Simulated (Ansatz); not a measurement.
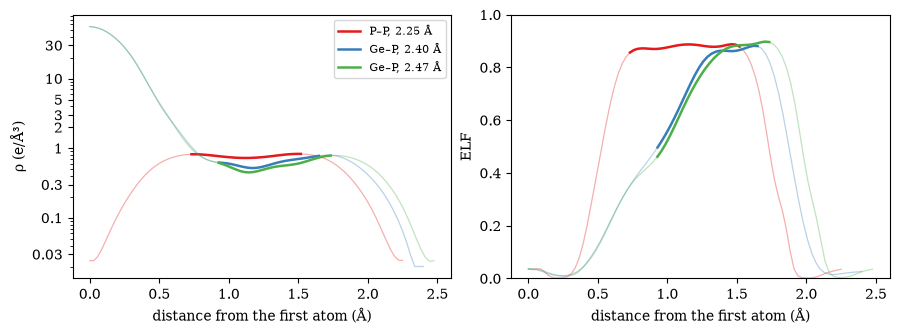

Figure. Ge$_{3}$P$_{5}$. Valence pseudo-density and electron localisation function along straight lines between neighbouring atoms. Thin, pale parts lie inside the atomic spheres.

Space group R3m; a generated structure, not necessarily the stable one; changed on purpose from its base cell (volume × 1.06, shape and atoms relaxed); computed without spin polarisation.

Method: Ansatz 0.2.0, DFT PBE, scalar-relativistic, plane waves, PAW.

Core electrons are frozen (PAW), and the valence fields are smoothed inside the atomic spheres.

> What can be read from the curves?

P–P (2.25 Å): ρ is about 0.72 e/Å³ halfway; the ELF peaks at about 0.90 between the atoms.
Ge–P (2.40 Å): ρ is about 0.52 e/Å³ halfway; the ELF peaks at about 0.90 in the valence shell of P, 0.8 Å from its nucleus, and is about 0.75 at the midpoint.
Ge–P (2.47 Å): ρ is about 0.49 e/Å³ halfway; the ELF peaks at about 0.90 in the valence shell of P, 0.8 Å from its nucleus, and is about 0.75 at the midpoint.
